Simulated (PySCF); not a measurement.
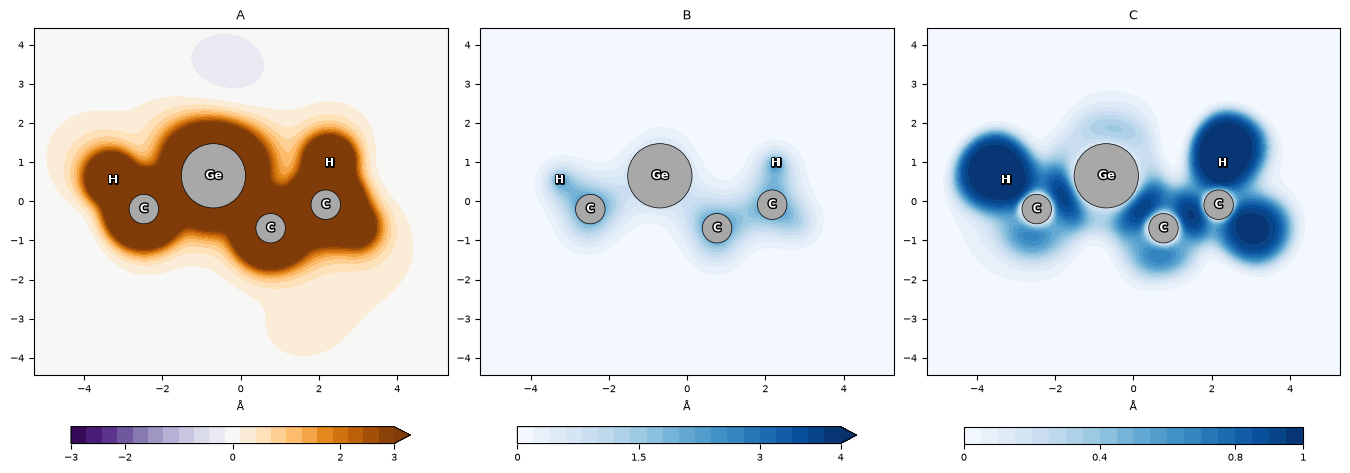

C₅H₁₂Ge (SMILES [CH3][GeH2][CH]1CCC1): 3 fields on the plane of atoms Ge2, C1 and H7, with unlabelled colour scales. Grey discs cover the atomic cores.

Geometry: GFN2-xTB.

Theory: PBE0/def2-SVPD, SCF density, gas phase (PySCF).

The panels show electron density, electron localisation function and electrostatic potential in some order. Assign them.

Panel A: electrostatic potential (strongly positive close to the atoms and fading to about zero outside). Panel B: electron density. Panel C: electron localisation function. From the grid: C–C (1.54 Å): the density is about 1.6 e/Å³ at the midpoint; the ELF peaks at about 0.95 between the atoms, as expected for a covalent bond. C–Ge (1.97 Å): ρ at the midpoint is about 0.86 e/Å³; the ELF peaks at about 0.95 in the valence shell of C, 0.7 Å from its nucleus, and is about 0.70 at the midpoint.
